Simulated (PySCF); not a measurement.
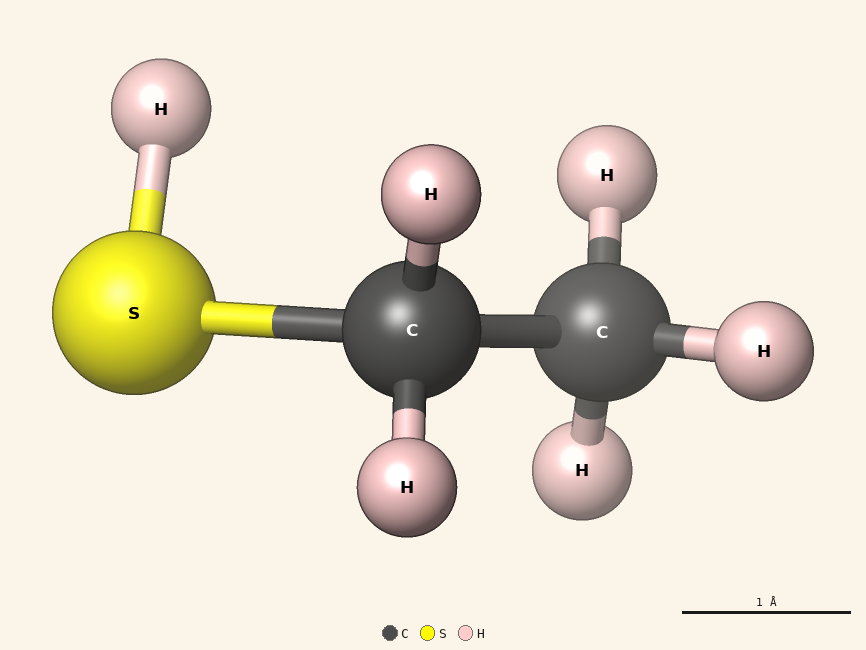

Depth is shown by fading: the farther an atom, the more it takes the colour of the background. The geometry was computed by an optimisation with PBE0-D3(BJ)/def2-SVP. No frequency run is at hand to confirm it as a minimum. Masses are those of the most abundant isotopes; constants are for the rigid equilibrium geometry.

Question: What kind of rotor is it, and what are its rotational constants in cm⁻¹?

Answer: An asymmetric top (C1): A = 0.966, B = 0.176, C = 0.162 cm⁻¹. Ray's parameter κ is −0.96, close to the prolate limit.
